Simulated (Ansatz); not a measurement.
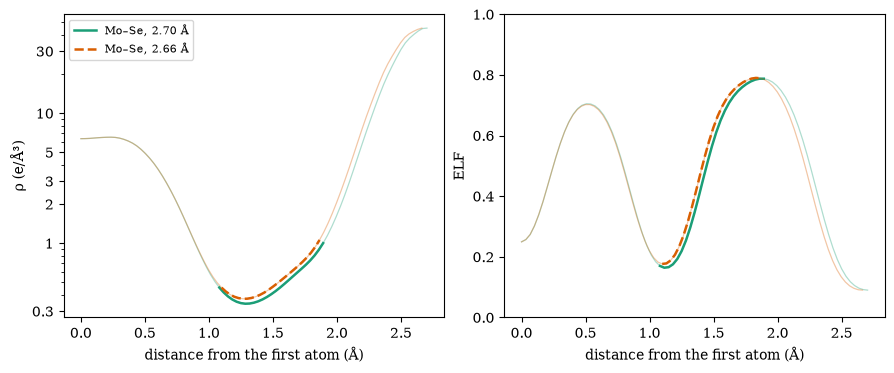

*MoSe. Valence charge density (pseudo) and ELF along straight lines between neighbouring atoms. Thin, pale parts lie inside the atomic spheres.*

Space group Amm2; started from the rocksalt prototype, which need not be the ambient phase; changed on purpose from its base cell (atom 2 (Se) moved 0.02 A along y); spin-polarised.

Level of theory: Ansatz 0.2.0, DFT PBE, scalar-relativistic, plane waves, PAW.

In a PAW calculation such maps are meaningful between the atoms, not at the nuclei.

**Compare the contacts.**

Mo–Se (2.70 Å): ρ is about 0.35 e/Å³ halfway; the ELF is about 0.35 at the midpoint.
Mo–Se (2.66 Å): the density is about 0.38 e/Å³ at the midpoint; the ELF is about 0.35 at the midpoint.
